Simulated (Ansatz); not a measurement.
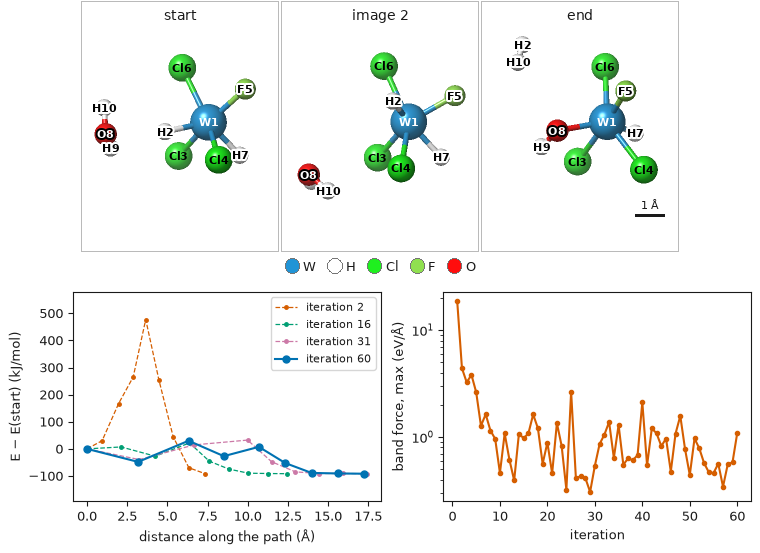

A search for the minimum-energy path of WH4OCl3F by the nudged elastic band. Images are numbered from 0 (start) to 8 (end). The plot follows the band through its iterations. The picture is a ball-and-stick view, seen at a tilt.

These are results of RKS PBE-D4/def2-SVP (Ansatz), not measurements. Set-up: 7 movable images; climbing image; force threshold 0.03 eV/Å; iteration limit 60; spring constant 0.5 eV/Å²; starting path through a guess of the saddle point.

Q: Did the band converge, and can the barrier be trusted?

A: The result isn't final. The band hadn't converged when the run stopped after 60 iterations. The largest component of the band force went from 19 to 1.1 eV/Å. The barrier read from it is provisional: over the last two iterations the highest image moved from 34.3 kJ/mol to 29.9 kJ/mol. The first iteration put the highest image at 781.1 kJ/mol. Relative to the start the highest point is image 2 at +29.9 kJ/mol and the end lies at −91.6 kJ/mol, but the profile dips to −48.0 kJ/mol at image 1 on the way, so there may be more than one step; on an unconverged band the side maxima are provisional.

The run took 17 min on 4 threads of Arm Neoverse V2, on a shared host, peak memory 0.22 GiB.
